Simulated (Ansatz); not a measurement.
**LaZn (CsCl type): response to moved atoms and strain**

How does LaZn (CsCl type) push back when it is distorted? Each run changes the relaxed cell in one way.

Computed with Ansatz 0.2.0 (DFT PBEsol, scalar-relativistic, plane waves, PAW, unless a step's input says otherwise).

### 1 Starting point

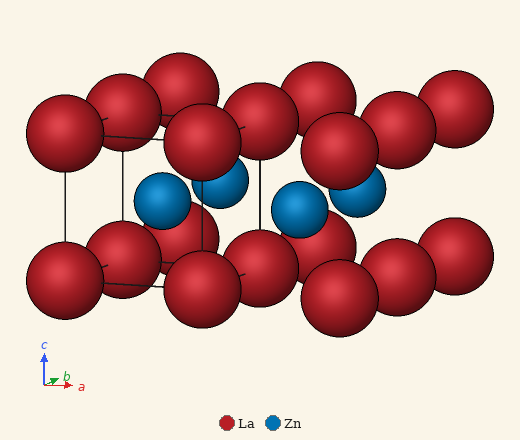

Start, viewed slightly off an axis; lanthanum red, zinc blue. 2×2×1 cells are drawn. Atoms on the faces are drawn again on the opposite ones.

Structure file:

```
La Zn
1.0
     3.69350    0.00000    0.00000
     0.00000    3.69350    0.00000
     0.00000    0.00000    3.69350
La Zn
1 1
Direct
  0.00000 0.00000 0.00000
  0.50000 0.50000 0.50000
```

An earlier run at PBEsol left this cell at 25.193 Å³/atom and -0.02 GPa (8×8×8 mesh).

The changes: atom 1 (La) moved 0.02 Å along y; strain e1 = +0.03, atoms carried along.

### 2 Atom 1 (La) moved 0.02 Å along y

The input, input.yaml:

```yaml
crystal:
  lattice:
    - [3.6934952855, 0.0, 0.0]
    - [0.0, 3.6934952855, 0.0]
    - [0.0, 0.0, 3.6934952855]
  atoms:
    - { symbol: La, position: [0.0, 0.005414925, 0.0] }
    - { symbol: Zn, position: [0.5, 0.5, 0.5] }
basis:
  ecutwfc: 420
  ecutrho_ratio: 4
kpoints:
  mp_grid: { grid: [8, 8, 8] }
hamiltonian:
  xc: pbesol
scf:
  occupations: { method: gaussian, width: 0.05 }
output:
  forces: true
  stress: true
  eigenvalues: true
```

Output, shortened:

```text
Warning: RAYON_NUM_THREADS=4 ignored (pool sized by the plan → 4); use --threads N
[...]
Pseudopotentials: kind: paw
Pseudopotential: La, paw, valence charge 11, recommended cutoff 420 eV (normal), La.paw.azcp
Pseudopotential: Zn, paw, valence charge 12, recommended cutoff 420 eV (normal), Zn.paw.azcp
Functional definition: PBEsol
[...]
Crystal: 2 atoms, lattice volume = 50.386 Å³
Basis set: ecut = 420 eV, 1021 PW (Γ), exchange–correlation on 50×50×50 points (8 copies of the dense FFT grid, shifted against one another)
Bands: 16, of which v1, the nominal top of the filled ones, is band 12 counted from 1 (11 counted from 0)
Symmetry: 8 space group operations
Space group: P4mm (ITA 99), of the structure as read, at distance tolerance 3.7e-5 Å
k-points: 75 of 512 (time reversal used)
[...]
SCF iter   1: F=—  HF=-9442.718665 eV  |F-HF|=—  |Δ(HF+E_count)|=         —  Δρ=3.11e-3  dr2=2.48e-3  ethr=1.77e-3  ⟨swp⟩=4.9  Hψ=5302  notcnv=0
[...]
SCF iter   7: F=-9442.717039 eV  HF=-9442.717039 eV  |F-HF|=7.64e-9  |Δ(HF+E_count)|=   2.20e-8  Δρ=7.25e-6  dr2=1.08e-8  ethr=4.35e-10  ⟨swp⟩=5.6  Hψ=5439  notcnv=0
[...]
SCF converged after 7 iterations
Free energy (F): -9442.717039 eV
[...]
E sigma→0 (E₀):  -9442.714358 eV
Entropy (-TS):   -0.005362 eV (-2.681 meV/atom)
Fermi energy:    11.206533 eV
[...]
--- Forces (eV/Å), atoms counted from 1 ---
  atom   1  La     0.00000000    -0.04694057     0.00000000
  atom   2  Zn    -0.00000000     0.04695019     0.00000000
[...]
--- Stress (GPa, compression-positive) ---
       -0.014697      -0.000000       0.000000
       -0.000000      -0.015984       0.000000
        0.000000       0.000000      -0.014697
  P = ⅓ Tr σ = -0.0151 GPa (-0.151 kbar)
--- Band table (eV; the first three rows and the last of 75) ---
  k-point 0: bands = ["-21.4681", "-4.7765", "-4.7765", "-4.7764", "4.1469", "4.1471", "4.3077", "4.3078", "4.3078", "5.0583", "10.7687", "10.7695", "13.0178", "13.0178", "13.0182", "13.1671"]
[...]
```

Run time: 3.3 s. Hardware: 4 threads of an Arm CPU, shared host; peak memory 0.41 GiB.

This gives: volume 25.193 Å³/atom, pressure -0.02 GPa, a metal on this mesh.

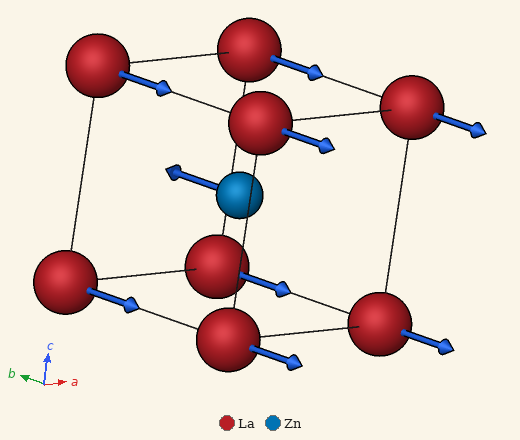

Forces on the atoms; the longest arrow is 0.05 eV/Å.

### 3 Strain e1 = +0.03, atoms carried along

Changes to input.yaml since step 2:

```diff
@@ -2,3 +2,3 @@
   lattice:
-    - [3.6934952855, 0.0, 0.0]
+    - [3.8043001441, 0.0, 0.0]
     - [0.0, 3.6934952855, 0.0]
@@ -6,3 +6,3 @@
   atoms:
-    - { symbol: La, position: [0.0, 0.005414925, 0.0] }
+    - { symbol: La, position: [0.0, 0.0, 0.0] }
     - { symbol: Zn, position: [0.5, 0.5, 0.5] }
```

Output, shortened:

```text
Warning: RAYON_NUM_THREADS=4 ignored (pool sized by the plan → 4); use --threads N
[...]
[... 4 set-up lines as earlier in the session ...]
[...]
Crystal: 2 atoms, lattice volume = 51.898 Å³
Basis set: ecut = 420 eV, 1029 PW (Γ), exchange–correlation on 54×50×50 points (8 copies of the dense FFT grid, shifted against one another)
Bands: 16, of which v1, the nominal top of the filled ones, is band 12 counted from 1 (11 counted from 0)
Symmetry: 16 space group operations
Space group: P4/mmm (ITA 123), of the structure as read, at distance tolerance 3.7e-5 Å
k-points: 75 of 512
[...]
SCF iter   1: F=—  HF=-9442.708766 eV  |F-HF|=—  |Δ(HF+E_count)|=         —  Δρ=3.09e-3  dr2=2.47e-3  ethr=1.77e-3  ⟨swp⟩=4.7  Hψ=5283  notcnv=0
[...]
SCF iter   6: F=-9442.707154 eV  HF=-9442.707154 eV  |F-HF|=3.87e-9  |Δ(HF+E_count)|=   1.79e-8  Δρ=8.41e-6  dr2=3.27e-8  ethr=4.35e-10  ⟨swp⟩=6.2  Hψ=5522  notcnv=0
[...]
SCF converged after 6 iterations
Free energy (F): -9442.707154 eV
[...]
E sigma→0 (E₀):  -9442.704590 eV
Entropy (-TS):   -0.005129 eV (-2.564 meV/atom)
Fermi energy:    10.815367 eV
[...]
--- Forces (eV/Å), atoms counted from 1 ---
  atom   1  La     0.00000000     0.00000000     0.00000000
  atom   2  Zn    -0.00000000    -0.00000000     0.00000000
[...]
--- Stress (GPa, compression-positive) ---
       -2.146261       0.000000       0.000000
        0.000000      -1.170047       0.000000
        0.000000       0.000000      -1.170047
  P = ⅓ Tr σ = -1.4955 GPa (-14.955 kbar)
--- Band table (eV; the first three rows and the last of 75) ---
  k-point 0: bands = ["-21.9227", "-5.3137", "-5.2179", "-5.2179", "3.8106", "3.8117", "3.9538", "3.9538", "3.9677", "4.7382", "10.3957", "10.4089", "12.4929", "12.5885", "12.5885", "12.6734"]
[...]
```

Run time: 2.1 s. Hardware: 4 threads of an Arm CPU, shared host; peak memory 0.39 GiB.

Result: volume 25.949 Å³/atom, pressure -1.50 GPa, a metal on this mesh.

### 4 Results

| change | change of free energy (meV/atom) | largest force (eV/Å) | largest change of stress (GPa) |
| --- | --- | --- | --- |
| atom 1 (La) moved 0.02 Å along y | 0.23 | 0.047 | 0.01 |
| strain e1 = +0.03, atoms carried along | 5.18 | 0.000 | 2.13 |

Moving atom 1 by 0.02 Å meets a restoring force of 0.047 eV/Å along the move, a force constant of about 2.3 eV/Å². The strain e1 = +0.03 changes that stress component by -2.13 GPa (compression positive), a ratio of 71 GPa; that is a secant over a finite strain with the atoms carried along, not the elastic constant. No change lowers the energy by more than 0.5 meV/atom; other distortions weren't tried.
